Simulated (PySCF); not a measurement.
**CH₆NO₄PSi (SMILES O=P(O)(O)O[C]N[SiH3]) (triplet): density, localisation and related maps**

```xyz
14

C     0.2242   -1.0491    1.3046
N    -1.0651   -0.9032    0.9142
Si   -1.6575   -1.0945   -0.7432
O     1.1346   -0.0505    1.4965
P     1.5477    0.9971    0.3246
O     2.8791    1.5949    0.4934
O     0.2977    1.9993    0.3126
O     1.2818    0.1728   -1.0379
H    -1.7427   -0.6843    1.6482
H    -0.8140   -2.1150   -1.4225
H    -3.0680   -1.5693   -0.6195
H    -1.6522    0.1779   -1.5205
H     0.5938    2.9001    0.1263
H     2.0342   -0.3909   -1.2623
```

Geometry: PBE0-D3(BJ)/def2-SVP.

Method: UKS B3LYP, IGLO-III on C N O P Si, pcH-1 on H, non-relativistic, mean-field spin-orbit, GIAO (PySCF).

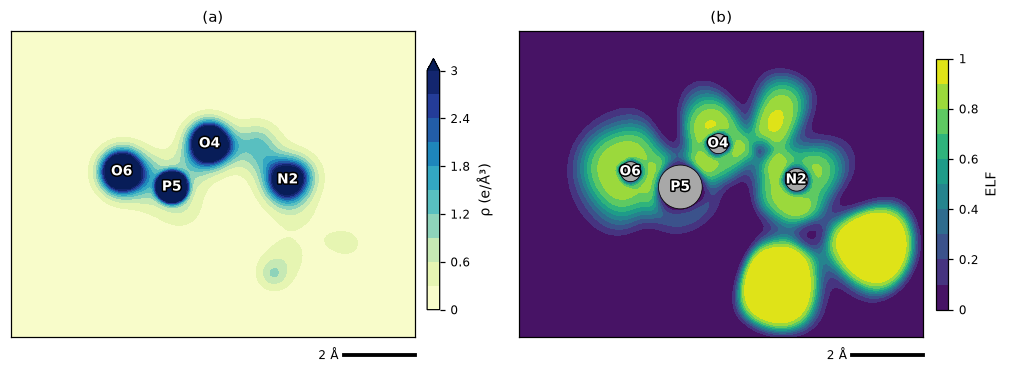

Figure 1. (a) total electron density; (b) electron localisation function on the plane of atoms O4, P5 and O6. Grey discs cover the atomic cores in the ELF map.

What do the fields say about this system?

- The section cuts through N, O and P sites.
- P–O (1.47 Å): ρ is about 2 e/Å³ halfway; the ELF peaks at about 0.80 between the atoms; a short, strongly polar bond.
- P–O (1.63 Å): the density is about 1.4 e/Å³ at the midpoint; the ELF peaks at about 0.85 between the atoms: a shared but strongly polarised pair.
- The ELF also peaks beside O6, O4 and C1, away from the bonds: non-bonding electrons, paired or unpaired.

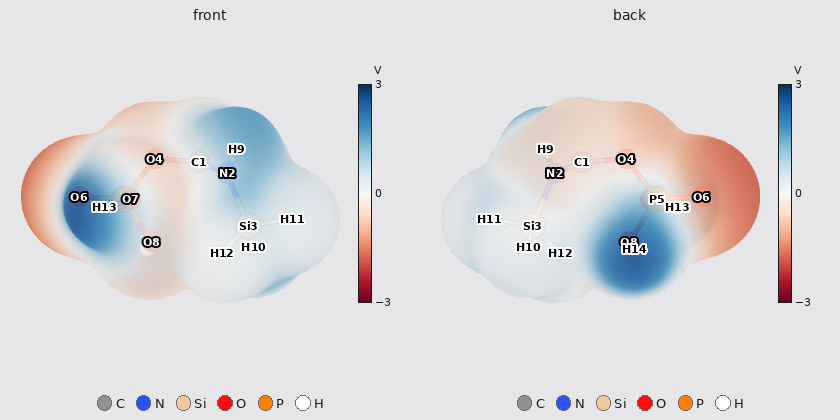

Figure 2. The electrostatic potential painted on the density surface at 0.001 e/bohr³, seen from the front and from behind; the colour scale runs from red (negative) to blue (positive).

Where is the surface potential most negative and most positive?

The most negative region (about −1.6 V) lies over O6, the most positive (about +2.5 V) over H13 and H14. O6 is the likeliest acceptor of a hydrogen bond.
